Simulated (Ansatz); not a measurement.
**A computed series for hypothetical rutile HfS2: pressure series**

Take HfS$_{2}$ in the rutile structure (space group P4_2/mnm, No. 136; a hypothetical phase, not in the database extracts checked) as the base.

```xyz
6
Lattice="6.0237 0.0000 0.0000 0.0000 6.0237 0.0000 0.0000 0.0000 3.6520" Properties=species:S:1:pos:R:3 pbc="T T T"
Hf     0.0000     0.0000     0.0000
Hf     3.0119     3.0119     1.8260
S      1.8135     1.8135     0.0000
S      4.8253     1.1984     1.8260
S      1.1984     4.8253     1.8260
S      4.2103     4.2103     0.0000
```

Cell and atoms are relaxed at each pressure.

Method: PBEsol, PAW, 420 eV (Ansatz, a program for electronic structure; scalar-relativistic without spin-orbit coupling).

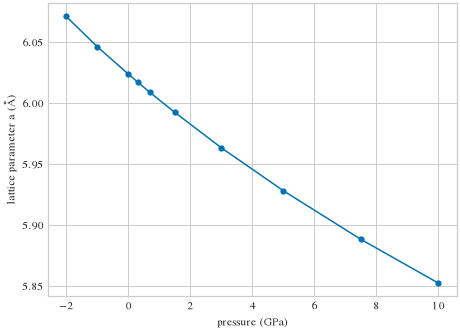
*Lattice parameter a against pressure*

Problem. From the plot, what is the lattice parameter a for pressure 5 GPa?

Solution. About 5.93 Å.

Problem. Is the trend monotonic over the range shown?

Solution. Yes, it falls throughout, spanning 5.852 Å to 6.071 Å.

Load acts through the strain it causes; cell and atoms are relaxed under it. Stability against distortions was not tested. No other phases were tried under pressure. The final runs are not spin-polarised.
